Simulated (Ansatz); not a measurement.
# One shape, several levels: BH3Cl− (SMILES [H][B-]([H])([H])Cl)

Wanted: a comparison of 6 runs (B2PLYP/STO-3G, HSE06/STO-3G, UPBE/STO-3G, revPBE/STO-3G, RPA@PBE/STO-3G, FCI/STO-3G) of BH3Cl−. 

The results are computed with Ansatz 0.2.0.

6 further runs of the same task are left out: 6 that didn't finish.

## 1. The molecule

BH3Cl− has 5 atoms, charge -1, and is taken as a singlet. As SMILES, `[H][B-]([H])([H])Cl`. The H3–B1 distance was set to 2.414 Å, away from the relaxed value. At this shape a bond of the SMILES string is far longer than usual.

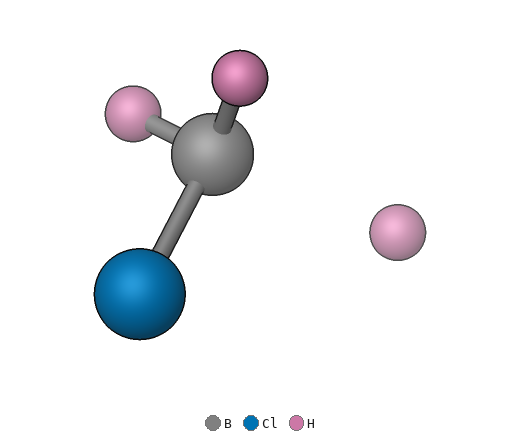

Viewed from a chosen angle; boron grey, chlorine blue, hydrogen pink.

## 2. A single-point energy at B2PLYP/STO-3G (run 1)

job.yaml reads:

```yaml
crystal:
  periodic: [false, false, false]
  atoms:
    - {symbol: B, position_ang: [-1.154908, -0.008120, 0.188235]}
    - {symbol: Cl, position_ang: [-1.140028, -0.030890, 2.062575]}
    - {symbol: H, position_ang: [1.152300, 0.011380, -0.522240]}
    - {symbol: H, position_ang: [-1.740268, 0.995950, -0.141755]}
    - {symbol: H, position_ang: [-1.731608, -1.007330, -0.165835]}
basis:
  gaussian:
    orbitals: STO-3G
total_charge: -1
hamiltonian:
  xc: {name: B2PLYP}
correlation:
  frozen_orbitals: {B: 1, Cl: 5, H: 0}
accuracy: high
```

Command:

```bash
$ ansatz run job.yaml --threads 1 --pin off --max-ram 2610MiB --events-out events.jsonl --progress --plain --runs-dir runs
```

The program printed:

```text
Warning: RAYON_NUM_THREADS=1 ignored (pool sized by the plan → 1); use --threads N
Functional definition: B2PLYP
  name "B2PLYP"
  parameter a = 0.53
  parameter c = 0.27
  exchange = (1 - a)*b88_x + a*exact_x
  correlation = (1 - c)*lyp_c + c*(mp2_os + mp2_ss)
281 factors; integrals over basis functions are off by at most 2.7e-8 eV
mean field evaluation 1: about -13086.5116 eV, gradient 2.0e1 eV
mean field evaluation 2: about -13086.5125 eV, gradient 2.0e1 eV
mean field evaluation 4: about -13090.2308 eV, gradient 1.2e0 eV
mean field evaluation 8: about -13090.2292 eV, gradient 1.2e-2 eV
mean field evaluation 16: about -13090.2292 eV, gradient 4.4e-8 eV
mean field -13090.22919260 eV, -481.0570499521 hartree, gradient 3.5e-9 eV, S^2 0.000000; 0 other end points of the search recorded, 0 dependent functions left out; unrestricted orbitals would lower it
6 core orbitals not correlated: weight in the atoms' cores, before any rotation towards them, 1.000 or more for the frozen orbitals, at most 0.000 for the correlated occupied ones
reference -13090.22921009 eV, -481.0570505949 hartree; 7, 7 occupied and 4, 4 virtual orbitals, 281 factors
second order -3.23780721 eV of doubles, -0.00000000 eV of singles
Total energy: -13091.10341804 eV, -481.0891771444 hartree
```

Run time: 1.5 s. Hardware: 1 thread of Intel Xeon Platinum 8259CL at 2.50GHz (Skylake/Cascade Lake), shared host; peak memory 0.12 GiB.

## 3. The energy at HSE06/STO-3G (run 2)

molecule.yaml reads:

```yaml
basis:
  gaussian: {orbitals: STO-3G}
crystal:
  periodic: [false, false, false]
  atoms:
    - {symbol: B, position_ang: [-1.154908, -0.008120, 0.188235]}
    - {symbol: Cl, position_ang: [-1.140028, -0.030890, 2.062575]}
    - {symbol: H, position_ang: [1.152300, 0.011380, -0.522240]}
    - {symbol: H, position_ang: [-1.740268, 0.995950, -0.141755]}
    - {symbol: H, position_ang: [-1.731608, -1.007330, -0.165835]}
hamiltonian: {xc: hse06}
accuracy: high
total_charge: -1
```

Command:

```bash
$ ansatz run molecule.yaml --threads 1 --pin off --max-ram 2610MiB --events-out events.jsonl --progress --plain --runs-dir runs
```

The program printed:

```text
Warning: RAYON_NUM_THREADS=1 ignored (pool sized by the plan → 1); use --threads N
Functional definition: HSE06
  name "HSE06"
  parameter a = 0.25
  parameter omega = 0.11/bohr
  exchange = pbe_x - a*pbe_x_sr(omega) + a*exact_x_sr(omega)
  correlation = pbe_c
281 factors; integrals over basis functions are off by at most 2.7e-8 eV
57 factors; integrals over basis functions are off by at most 1.4e-9 eV
mean field evaluation 1: about -13088.5081 eV, gradient 2.0e1 eV
mean field evaluation 2: about -13074.1456 eV, gradient 4.2e1 eV
mean field evaluation 4: about -13092.3612 eV, gradient 4.2e0 eV
mean field evaluation 8: about -13092.4686 eV, gradient 1.6e-1 eV
mean field evaluation 16: about -13092.4257 eV, gradient 2.9e-6 eV
mean field -13092.42567861 eV, -481.1377693242 hartree, gradient 1.3e-8 eV, S^2 0.000000; 0 other end points of the search recorded, 0 dependent functions left out
reference -13092.42568038 eV, -481.1377693890 hartree; 13, 13 occupied and 4, 4 virtual orbitals, 281 factors
Total energy: -13092.42568038 eV, -481.1377693890 hartree
```

Wall time 2 s (1 thread of Intel Xeon Platinum 8259CL at 2.50GHz (Skylake/Cascade Lake), shared host); peak memory 0.11 GiB.

## 4. The energy at UPBE/STO-3G (run 3)

Changes to molecule.yaml since step 3:

```diff
@@ -1,3 +1 @@
-basis:
-  gaussian: {orbitals: STO-3G}
 crystal:
@@ -10,4 +8,7 @@
     - {symbol: H, position_ang: [-1.731608, -1.007330, -0.165835]}
-hamiltonian: {xc: hse06}
+basis:
+  gaussian: {orbitals: STO-3G}
+total_charge: -1
+magnetization: {spin_polarized: true, initial_magnetization: 0}
+hamiltonian: {xc: {name: PBE}}
 accuracy: high
-total_charge: -1
```

Command:

```bash
$ ansatz run molecule.yaml --threads 1 --pin off --max-ram 2610MiB --events-out events.jsonl --progress --plain --runs-dir runs
```

The program printed:

```text
Warning: RAYON_NUM_THREADS=1 ignored (pool sized by the plan → 1); use --threads N
Functional definition: PBE
  name "PBE"
  parameter kappa = 0.804
  parameter beta = 0.06672455060314922
  exchange = pbe_x(kappa = kappa, mu = beta*pi^2/3)
  correlation = pbe_c(beta = beta)
281 factors; integrals over basis functions are off by at most 2.7e-8 eV
mean field evaluation 1: about -13086.4992 eV, gradient 1.5e1 eV
mean field evaluation 2: about -13069.4558 eV, gradient 3.0e1 eV
mean field evaluation 4: about -13090.5083 eV, gradient 5.8e0 eV
mean field evaluation 8: about -13090.7666 eV, gradient 2.9e0 eV
mean field evaluation 16: about -13090.8497 eV, gradient 5.5e-1 eV
mean field evaluation 32: about -13090.3722 eV, gradient 3.5e0 eV
mean field -13090.86506265 eV, -481.0804177454 hartree, gradient 1.0e-8 eV, S^2 0.014881; 3 other end points of the search recorded, 0 dependent functions left out
reference -13090.86506441 eV, -481.0804178101 hartree; 13, 13 occupied and 4, 4 virtual orbitals, 281 factors
Total energy: -13090.86506441 eV, -481.0804178101 hartree
```

Wall time 5.4 s (1 thread of Intel Xeon Platinum 8259CL at 2.50GHz (Skylake/Cascade Lake), shared host); peak memory 0.14 GiB.

Runs 4 to 5 aren't shown in full; the table further down has their settings and results.

## 5. A single-point energy at FCI/STO-3G (run 6)

input.yaml reads:

```yaml
basis:
  gaussian:
    orbitals: STO-3G
crystal:
  periodic: [false, false, false]
  atoms:
    - {symbol: B, position_ang: [-1.154908, -0.008120, 0.188235]}
    - {symbol: Cl, position_ang: [-1.140028, -0.030890, 2.062575]}
    - {symbol: H, position_ang: [1.152300, 0.011380, -0.522240]}
    - {symbol: H, position_ang: [-1.740268, 0.995950, -0.141755]}
    - {symbol: H, position_ang: [-1.731608, -1.007330, -0.165835]}
total_charge: -1
correlation:
  method: fci
  frozen_orbitals: {B: 1, Cl: 5, H: 0}
accuracy: high
```

Command:

```bash
$ ansatz run input.yaml --threads 1 --pin off --max-ram 2610MiB --events-out events.jsonl --progress --plain --runs-dir runs
```

The program printed:

```text
Warning: RAYON_NUM_THREADS=1 ignored (pool sized by the plan → 1); use --threads N
Functional definition: HF
  name "HF"
  exchange = exact_x
  correlation = 0
281 factors; integrals over basis functions are off by at most 2.7e-8 eV
mean field evaluation 1: about -13069.4980 eV, gradient 2.0e1 eV
mean field evaluation 2: about -13069.5364 eV, gradient 2.0e1 eV
mean field evaluation 4: about -13072.7868 eV, gradient 1.8e0 eV
mean field evaluation 8: about -13072.7994 eV, gradient 5.2e-4 eV
mean field -13072.79941749 eV, -480.4165175310 hartree, gradient 4.3e-9 eV, S^2 0.000000; 0 other end points of the search recorded, 0 dependent functions left out; unrestricted orbitals would lower it
mean field evaluation 16: about -13074.1773 eV, gradient 2.1e0 eV
unrestricted determinant -13074.25848152 eV, -480.4701371450 hartree, S^2 0.8075
6 core orbitals not correlated: weight in the atoms' cores, before any rotation towards them, 1.000 or more for the frozen orbitals, at most 0.000 for the correlated occupied ones
reference -13072.79941749 eV, -480.4165175310 hartree; 7, 7 occupied and 4, 4 virtual orbitals, 281 factors
state -13076.24715859 eV, -480.5432196795 hartree
Total energy: -13076.24715859 eV, -480.5432196795 hartree
```

Wall time 0.98 s (1 thread of Intel Xeon Platinum 8259CL at 2.50GHz (Skylake/Cascade Lake), shared host); peak memory 0.096 GiB.

## 6. The series

| run | level | frozen core orbitals | energy (Eh) | wall time |
| --- | --- | --- | --- | --- |
| 1 | B2PLYP/STO-3G | 6 | -481.089177 | 1.5 s |
| 2 | HSE06/STO-3G | – | -481.137769 | 2 s |
| 3 | UPBE/STO-3G | – | -481.080418 | 5.4 s |
| 4 | revPBE/STO-3G | – | -481.250587 | 1.4 s |
| 5 | RPA@PBE/STO-3G | 6 | -480.584117 | 3.9 s |
| 6 | FCI/STO-3G | 6 | -480.543220 | 0.98 s |

## 7. Summary of results

```
                                          quantity          value
                               run 6: total energy  -480.54322 Eh
run 6: correlation energy (6 core orbitals frozen)     -126.7 mEh
```

What this shows: Totals of different functionals can't be ranked against each other. In runs 1, 5 the log says that unrestricted orbitals would lower the reference, so the values rest on an unstable closed-shell determinant (other closed-shell runs at this shape may share the fault). In runs 1, 2, 3, 4, 5, 6 the basis is minimal, so the values are rough. All runs together took 15 s, the longest 5.4 s.
